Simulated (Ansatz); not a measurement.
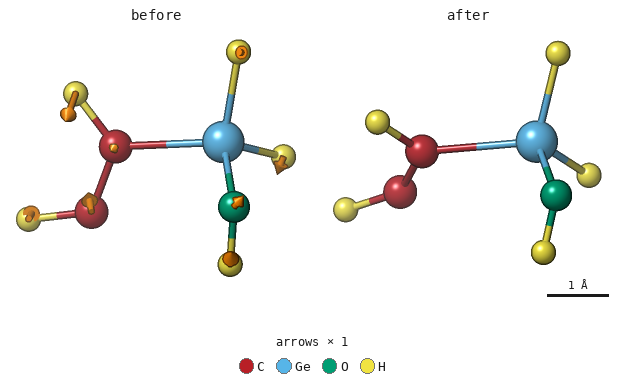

The structure of C2H5GeO (multiplicity 2) (coarse preliminary run) before (left) and after (right) a relaxation, at one scale. The orange arrows give the displacements, at their true length.

Style: ball-and-stick. Shown at a tilt.

The start comes from a force field.

All numbers below come from UKS PBE-D4/def2-SVP (Ansatz). (force threshold 0.03 eV/Å; at most 200 steps)

Question: Summarise the run.

Answer: The atom that moves furthest after the best rigid fit is an H atom (0.92 Å). By element the largest moves are H 0.92 Å, C 0.54 Å, O 0.29 Å, Ge 0.08 Å. Among the contacts that change: Ge–O 1.722 → 1.807 Å, Ge–H 1.610 → 1.549 Å, C–Ge 1.912 → 1.968 Å, H–O 1.030 → 0.975 Å. Among the angles between lasting bonds that change: C–C–H 122.4° → 140.7°, H–Ge–H 107.6° → 113.2°, O–Ge–H 107.2° → 102.6°. Groups turn about C–Ge by about 50°. After 11 accepted moves (12 points after the start) the energy has fallen by 13.3 kcal/mol. The largest force component goes from 3.6 to 0.029 eV/Å. The line search rejected the trial step at point 5 of the run.
